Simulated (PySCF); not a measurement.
# Al₂O: one geometry, many levels of theory

Aim: at the PBE0 minimum of singlet Al₂O, found before, compare methods on energies and levels.

Program: PySCF 2.14.0. Level of theory: several methods, basis O def2-TZVP, Al def2-TZVP, no relativity, density fitting. These are calculated values, not measurements.

## Step 1: Starting geometry

3 atoms, charge 0, spin multiplicity 1.

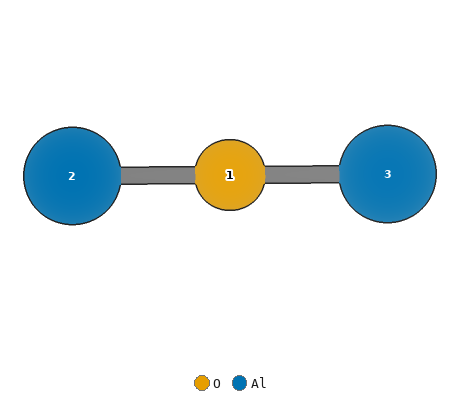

The starting geometry (oxygen amber, aluminium blue); atoms are numbered from 1 in the order of the file.

```xyz
3
charge 0 multiplicity 1
O     0.0000    0.0000    0.0000
Al    0.0000    0.0000    1.7048
Al    0.0000    0.0000   -1.7048
```

## Step 2: PBE0

One driver script runs all steps and calls PySCF; scf.py shows the equivalent input of each level. Each SCF starts from the density of the minimum. The driver also runs the species with one electron less or more at the same geometry (one less: multiplicity 2, one more: multiplicity 2); their logs are not shown.

File scf.py:

```python
from pyscf import gto, scf, dft
mol = gto.M(atom='''
O      0.000000     0.000000     0.000000
Al    -0.000000    -0.000000     1.704796
Al     0.000000     0.000000    -1.704796''',
    basis={'O': 'def2-TZVP', 'Al': 'def2-TZVP'},
    charge=0, spin=0)
mf = dft.RKS(mol, xc='PBE0')
mf.grids.atom_grid = (75, 302)
aux = {'O': 'def2-universal-JKFIT', 'Al': 'def2-universal-JKFIT'}
mf = mf.density_fit(auxbasis=aux)
mf.conv_tol = 1e-08
mf.diis_space = 10
mf.max_cycle = 60
mf.verbose = 4
mf.kernel()
```

The run is started by

```sh
$ OMP_NUM_THREADS=2 python axn.py task.json out
```

The log of the run:

```text
init E= -559.905280181744
  HOMO = -0.225189964344779  LUMO = -0.0408761403265503  gap/eV = 5.01543
cycle= 1 E= -559.905280181744  delta_E=    0  |g|= 9.35e-08  |ddm|= 6.71e-08
  HOMO = -0.22518995954234  LUMO = -0.040876139141807  gap/eV = 5.01543
Extra cycle  E= -559.905280181743  delta_E= 6.82e-13  |g|= 1.87e-07  |ddm|= 1.27e-07
converged SCF energy = -559.905280181743
```

This level, with the species of one electron less or more, took 1.2 s on 2 threads of Arm Neoverse V2, shared host.

| Property | Result |
| --- | --- |
| energy | -559.905280 Eh |
| one electron less (charge +1) | -559.613598 Eh (doublet, ⟨S²⟩ 0.76) |
| one electron more (charge -1) | -559.893540 Eh (doublet, ⟨S²⟩ 0.76) |
| Mulliken charge of O1 | -0.28 e |

## Step 3: HF

scf.py, as its differences from that of step 2:

```diff
@@ -8,2 +8 @@
-mf = dft.RKS(mol, xc='PBE0')
-mf.grids.atom_grid = (75, 302)
+mf = scf.RHF(mol)
```

The log of the run, cut to the lines that bear on the results:

```text
[... the frontier levels of the middle cycles are left out ...]
init E= -558.828624745498
  HOMO = -0.291653482489176  LUMO = 0.0610857286927683  gap/eV = 9.59852
cycle= 1 E= -558.845027848198  delta_E= -0.0164  |g|= 0.0504  |ddm|= 0.264
  HOMO = -0.294285652383217  LUMO = 0.0591090122939375  gap/eV = 9.61636
cycle= 2 E= -558.845730984532  delta_E= -0.000703  |g|= 0.0156  |ddm|= 0.0621
  HOMO = -0.296055149744306  LUMO = 0.0581383534970921  gap/eV = 9.63810
cycle= 3 E= -558.845820405165  delta_E= -8.94e-05  |g|= 0.0117  |ddm|= 0.0189
cycle= 4 E= -558.84585082471  delta_E= -3.04e-05  |g|= 0.00165  |ddm|= 0.00926
cycle= 5 E= -558.845853421219  delta_E= -2.6e-06  |g|= 0.000331  |ddm|= 0.00493
cycle= 6 E= -558.845853487974  delta_E= -6.68e-08  |g|= 0.000114  |ddm|= 0.000679
cycle= 7 E= -558.84585349593  delta_E= -7.96e-09  |g|= 1.59e-05  |ddm|= 0.000228
  HOMO = -0.296206271577812  LUMO = 0.0579322413769036  gap/eV = 9.63660
Extra cycle  E= -558.845853496059  delta_E= -1.29e-10  |g|= 6.48e-06  |ddm|= 3.79e-05
converged SCF energy = -558.845853496059
```

This level, with the species of one electron less or more, took 1 s.

* energy: -558.845853 Eh
* one electron less (charge +1): -558.566286 Eh (doublet, ⟨S²⟩ 0.81)
* one electron more (charge -1): -558.797798 Eh (doublet, ⟨S²⟩ 0.79)
* Mulliken charge of O1: -0.51 e

## Step 4: PBE

scf.py, as its differences from that of step 3:

```diff
@@ -8 +8,2 @@
-mf = scf.RHF(mol)
+mf = dft.RKS(mol, xc='PBE')
+mf.grids.atom_grid = (75, 302)
```

The log of the run:

```text
init E= -559.865533199652
  HOMO = -0.190785739059451  LUMO = -0.0677533703527127  gap/eV = 3.34788
cycle= 1 E= -559.867316426082  delta_E= -0.00178  |g|= 0.0598  |ddm|= 0.134
  HOMO = -0.195438603125415  LUMO = -0.0692039456397888  gap/eV = 3.43502
cycle= 2 E= -559.86167458532  delta_E= 0.00564  |g|= 0.183  |ddm|= 0.121
  HOMO = -0.192402732871153  LUMO = -0.0681613608296093  gap/eV = 3.38078
cycle= 3 E= -559.868091541373  delta_E= -0.00642  |g|= 0.0108  |ddm|= 0.0821
  HOMO = -0.192047382627264  LUMO = -0.0679399013701627  gap/eV = 3.37714
cycle= 4 E= -559.868113430329  delta_E= -2.19e-05  |g|= 0.00189  |ddm|= 0.00559
  HOMO = -0.192037334767711  LUMO = -0.0679570443924362  gap/eV = 3.37640
cycle= 5 E= -559.868114108851  delta_E= -6.79e-07  |g|= 7.39e-05  |ddm|= 0.00119
  HOMO = -0.192038931650796  LUMO = -0.0679588431036578  gap/eV = 3.37639
cycle= 6 E= -559.868114109817  delta_E= -9.66e-10  |g|= 3.58e-06  |ddm|= 5.85e-05
  HOMO = -0.192039112312889  LUMO = -0.0679585992978199  gap/eV = 3.37640
Extra cycle  E= -559.868114109822  delta_E= -4.77e-12  |g|= 2.04e-06  |ddm|= 9.35e-06
converged SCF energy = -559.868114109822
```

This level, with the species of one electron less or more, took 3.4 s.

| Item | Value |
| --- | --- |
| energy | -559.868114 Eh |
| one electron less (charge +1) | -559.583096 Eh (doublet, ⟨S²⟩ 0.75) |
| one electron more (charge -1) | -559.860901 Eh (doublet, ⟨S²⟩ 0.76) |
| Mulliken charge of O1 | -0.19 e |

## Step 5: CCSD(T)

scf.py, as its differences from that of step 4:

```diff
@@ -8,2 +8 @@
-mf = dft.RKS(mol, xc='PBE')
-mf.grids.atom_grid = (75, 302)
+mf = scf.RHF(mol)
@@ -16,0 +16,3 @@
+from pyscf import cc
+mycc = cc.CCSD(mf, frozen=11).run()
+mycc.ccsd_t()
```

The SCF cycles repeat those of step 3.

The log of the run:

```text
CCSD nocc = 6, nmo = 94
Init t2, MP2 energy = -559.187626232569  E_corr(MP2) -0.341772736509654
RCCSD converged
E(RCCSD) = -559.2053733493598  E_corr = -0.3595198533008889
RCCSD(T) correction = -0.0145769499302242
```

This level, with the species of one electron less or more, took 2.5 min.

| Quantity | Value |
| --- | --- |
| energy | -559.219950 Eh |
| one electron less (charge +1) | -558.915622 Eh (doublet, ⟨S²⟩ 0.81) |
| MP2 correlation in its own fitting basis (same spin, opposite spin) | -0.34178 Eh (-0.08046, -0.26132) |
| CCSD, (T) | -0.35952, -0.01458 Eh; T1 0.017, D1 0.033 |

Left undone: coupled cluster skipped for cost (one electron more).

## Step 6: r2SCAN

scf.py, as its differences from that of step 5:

```diff
@@ -8 +8,2 @@
-mf = scf.RHF(mol)
+mf = dft.RKS(mol, xc='R2SCAN')
+mf.grids.atom_grid = (90, 434)
@@ -16,3 +16,0 @@
-from pyscf import cc
-mycc = cc.CCSD(mf, frozen=11).run()
-mycc.ccsd_t()
```

The log of the run:

```text
init E= -560.11701189778
  HOMO = -0.19655671472629  LUMO = -0.0618043669356503  gap/eV = 3.66680
cycle= 1 E= -560.117773773062  delta_E= -0.000762  |g|= 0.0136  |ddm|= 0.163
  HOMO = -0.19920024748368  LUMO = -0.0644185181903161  gap/eV = 3.66760
cycle= 2 E= -560.117713077811  delta_E= 6.07e-05  |g|= 0.0212  |ddm|= 0.0223
  HOMO = -0.198628420605185  LUMO = -0.064109378975247  gap/eV = 3.66045
cycle= 3 E= -560.117796509235  delta_E= -8.34e-05  |g|= 0.00762  |ddm|= 0.0139
  HOMO = -0.198663329077934  LUMO = -0.0640016327840181  gap/eV = 3.66433
cycle= 4 E= -560.117805897709  delta_E= -9.39e-06  |g|= 0.00034  |ddm|= 0.00319
  HOMO = -0.198592931671154  LUMO = -0.0639502626751474  gap/eV = 3.66381
cycle= 5 E= -560.117805916128  delta_E= -1.84e-08  |g|= 9.59e-05  |ddm|= 0.000545
  HOMO = -0.198602860307773  LUMO = -0.0639598443544665  gap/eV = 3.66382
cycle= 6 E= -560.117805918102  delta_E= -1.97e-09  |g|= 1.14e-05  |ddm|= 9.66e-05
  HOMO = -0.198603406482204  LUMO = -0.0639599492104806  gap/eV = 3.66384
Extra cycle  E= -560.11780591802  delta_E= 8.23e-11  |g|= 2.43e-05  |ddm|= 3.14e-05
converged SCF energy = -560.11780591802
```

This level, with the species of one electron less or more, took 10 s on 2 threads of Arm Neoverse V2, shared host.

| Quantity | Value |
| --- | --- |
| energy | -560.117806 Eh |
| one electron less (charge +1) | -559.831037 Eh (doublet, ⟨S²⟩ 0.76) |
| one electron more (charge -1) | -560.112718 Eh (doublet, ⟨S²⟩ 0.77) |
| Mulliken charge of O1 | -0.35 e |

## Step 7: All levels side by side

| level | atomisation energy (kJ/mol) | vertical ionisation energy (eV) | vertical electron affinity (eV) | −ε(HOMO) (eV) | gap (eV) | wall time |
| --- | --- | --- | --- | --- | --- | --- |
| PBE0 | 1021 | 7.94 | -0.32 | 6.13 | 5.02 | 1.2 s |
| HF | 739 | 7.61 | -1.31 | 8.06 | 9.64 | 1 s |
| PBE | 1059 | 7.76 | -0.20 | 5.23 | 3.38 | 3.4 s |
| CCSD(T) | 1027 | 8.28 | – | – | – | 2.5 min |
| r2SCAN | 1045 | 7.80 | -0.14 | 5.40 | 3.66 | 10 s |

Times are for 2 threads of Arm Neoverse V2, shared host; PBE0 starts from its own converged density, so its time is not comparable. A dash stands where a species or a free atom was not run at that level, or the quantity is not defined.

Atomisation goes to high-spin atoms in their ground configurations, run at the same level, without zero-point energy.

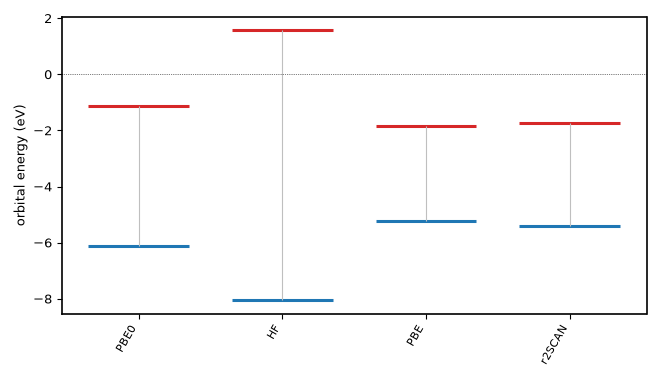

Highest occupied (blue) and lowest empty (red) levels by method.

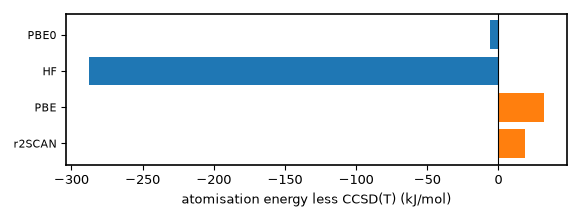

Deviation of the atomisation energy from CCSD(T).

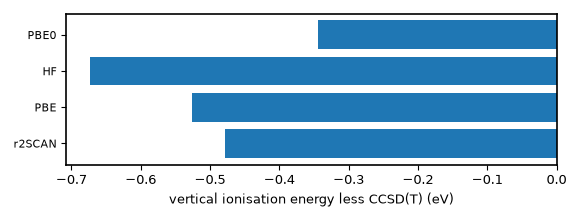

Deviation of the vertical ionisation energy from CCSD(T).

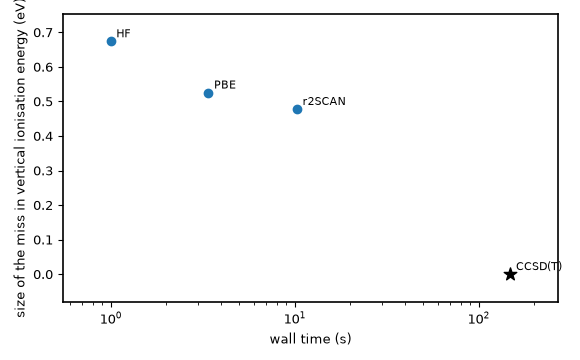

Cost against accuracy: time of each level and its distance from CCSD(T) in the vertical ionisation energy.

## Step 8: Summary of results

```
                                 quantity                       value
atomisation energy, CCSD(T) in this basis                 1027 kJ/mol
      vertical ionisation energy, CCSD(T)                     8.28 eV
               vertical electron affinity      negative in this basis
                       orbital gap, range  3.38 (PBE) to 9.64 (HF) eV
                                   T1, D1                0.017, 0.033
                     T1, D1 of the cation                0.024, 0.058
```

In words: The functionals' atomisation energies stand -6 kJ/mol (PBE0) to +32 kJ/mol (PBE) from CCSD(T); much of that can be the slow basis convergence of CCSD(T), which binds tens of kJ/mol more at its limit, so it ranks no functional. HF lacks the correlation that pairing electrons in bonds brings, so it binds too weakly, by 288 kJ/mol even against this CCSD(T). For the vertical ionisation energy, PBE0 comes nearest to CCSD(T) (-0.34 eV) and HF is farthest (-0.67 eV). r2SCAN costs 10 s against 2.5 min for CCSD(T), a factor of about 14, and lands within 0.48 eV. A negative electron affinity (at every level) reflects the basis more than the molecule, so no ranking is made on it; without diffuse functions even a bound anion can come out this way. The PBE orbital energy is a poor guide to ionisation (5.2 eV, 3.1 eV too small); the difference of PBE energies gives 7.8 eV.
